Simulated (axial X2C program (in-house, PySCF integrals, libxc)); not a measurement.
Run report: RuSi⁺, relativistic diatomic calculation

- system: RuSi⁺, single determinant with M_S = 1/2 and |Λ| = 2.
- method: r2SCAN0, spin-free X2C-1e, Ru dyall-v3z, Si dyall-v3z (cores contracted) (axial X2C program (in-house, PySCF integrals, libxc))

## Input
```
{"zs": [44, 14], "q": 1, "bas": ["dyall-v3z", "dyall-v3z"], "levels": ["PBE0", "HF", "r2SCAN0", "BLYP"], "cc": false, "r0": 2.41, "npts": 10, "nst": 2, "ntry": 6}
```

The line is the task of a batch: nuclear charges, charge, bases, the levels to run, a first guess of the distance and further settings. This report covers r2SCAN0 without spin-orbit coupling. The log is that of the reference distance 2.072 Å.

Launched within a batch (the task file carries these settings):
```bash
python <driver script> task.json out
```

## Output
```
spin-free X2C-1e  r2SCAN0
basis functions 173  fitting functions 970  grid points 5078
iter        total energy     max residual
   1      -4820.159692254     1.64e-01
   2      -4820.162053866     5.40e-03
   3      -4820.162172820     1.65e-02
   4      -4820.162377141     7.54e-03
   5      -4820.162543919     4.12e-03
   6      -4820.162592174     2.49e-03
   7      -4820.162600491     3.24e-04
   8      -4820.162601332     1.08e-04
   9      -4820.162601429     4.47e-05
  10      -4820.162601445     2.03e-05
  11      -4820.162601455     1.21e-05
  12      -4820.162601459     7.86e-06
converged
one-electron -6950.33687143  Coulomb 2128.41699142  exact exchange -38.16203746  xc functional -117.40363859  nuclear repulsion 157.32295460
```

## The points of the curve

```
R (Å)   E (hartree)  dipole (D; origin at the first atom, positive when the second is positive)  highest filled (eV)  lowest empty (eV)
1.948  −4820.156819                                                                        2.99               −11.71              −8.86
2.010  −4820.161525                                                                        3.05               −11.64              −8.87
2.072  −4820.162601                                                                        3.13               −11.56              −8.88
2.144  −4820.160627                                                                        3.23               −11.48              −8.88
2.217  −4820.156266                                                                        3.34               −11.42              −8.89
```

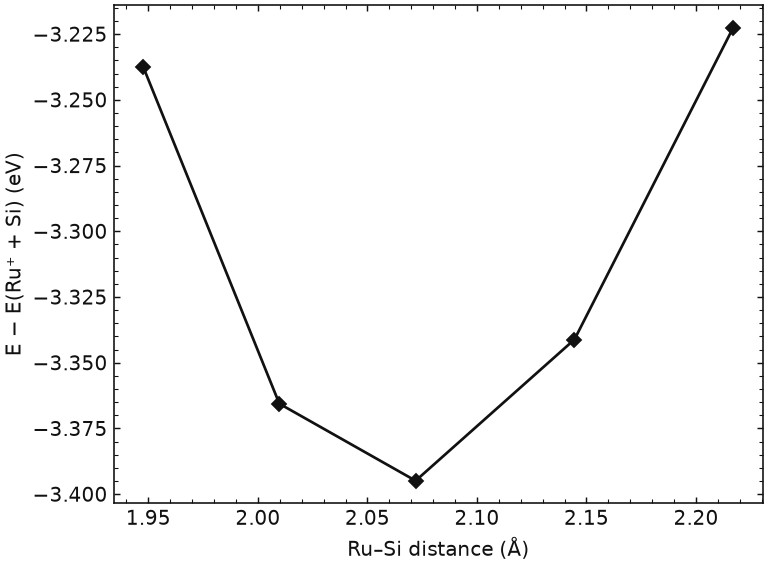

Figure 1. Energy at 5 bond lengths, for one set of occupations held fixed; the line joins the points. A polynomial of degree 3 through 5 points gives rₑ = 2.063 Å, ωₑ = 487.3 cm⁻¹ and Bₑ = 0.1804 cm⁻¹. The minimum lies 3.40 eV below Ru⁺ + Si, each computed as one determinant at the same level.

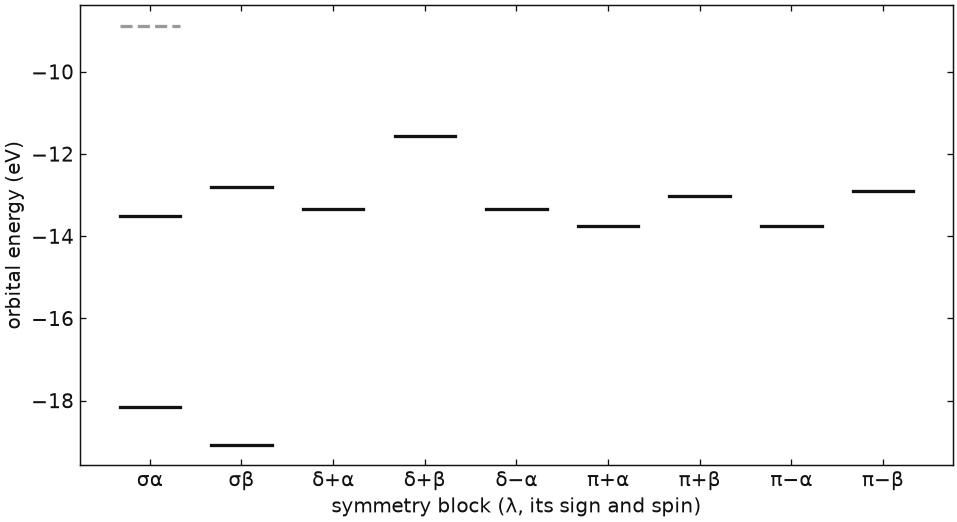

Figure 2. Orbital energies near the frontier at 2.07 Å, filled (solid) and empty (dashed); a label such as π−α means λ = −1 and α spin. The highest filled orbital (δ+β; 99 % Ru d) lies at −11.56 eV, the lowest empty one (σα; 49 % Si p, 40 % Ru s) at −8.88 eV.

## Key numbers

| quantity | value |
| --- | --- |
| outcome | converged |
| bond length rₑ | 2.063 Å |
| ωₑ | 487.3 cm⁻¹ |
| energy at the minimum | −4820.16263 hartree |
| depth below the fragments | 3.40 eV |
| largest ⟨S²⟩ along the curve | 1.46 |
| hardware | 1 thread of Arm Neoverse N1, 98 GiB of memory available, shared host |
| wall time | 20 s |
| peak memory | 0.34 GiB |

## Remarks

⟨S²⟩ reaches 1.46 where a pure state of this multiplicity has 0.75, so the determinant is spin-contaminated. To bear in mind: 5 of the 10 points asked for were kept.
